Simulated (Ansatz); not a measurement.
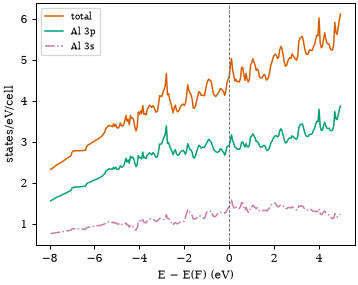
Figure. Total and projected density of states of Al in space group P-3m1 (No. 164; Pearson symbol hP11), DFT-PBE in the program Ansatz with PAW potentials

Question: Which orbitals carry the states next to the Fermi level?

Answer: Within 0.5 eV of the Fermi level: Al 3p 64 %, Al 3s 31 %, outside the projected shells 5 %. Projections are on Löwdin-orthogonalised atomic valence shells; empty p or d shells of many metals are not among them.

Question: Where is the tallest occupied peak in this window, and what makes it?

Answer: Near -2.8 eV, about 4.7 states/eV per cell; the largest projected share is Al 3p.

The start of the workflow was typed in or built on a structure type; neither database checked (COD, Materials Project) lists it. It is not the phase usual at ambient conditions (space group No. 225). The cell was relaxed with PBE under the symmetry of its start; whether a distortion lowers the energy is not shown.

Potentials: the later of the program's two PAW sets.
